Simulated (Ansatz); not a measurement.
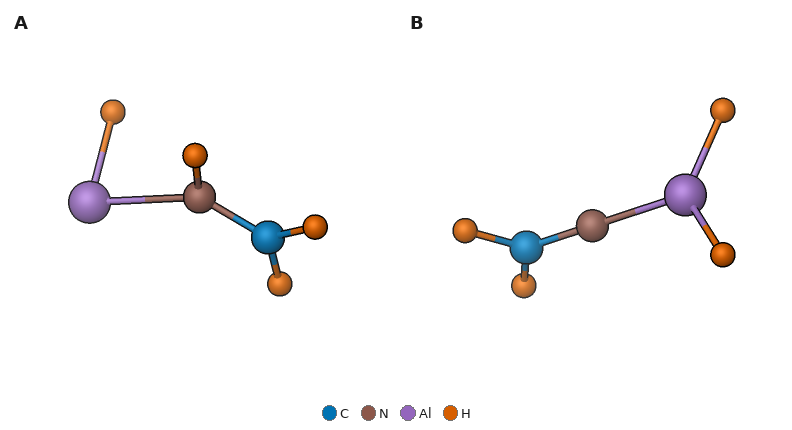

2 stationary structures of one formula. Geometries: PBE-D4/def2-SVP. Electronic energies: PBE-D4/def2-SVP (Ansatz 0.2.0), without zero-point energy. No frequency run is at hand to confirm each as a minimum. Each is one conformer, not always the lowest.

Which structure is the most stable?

Answer. B is lowest (C2v); A lies 1.053 eV above it (C1).
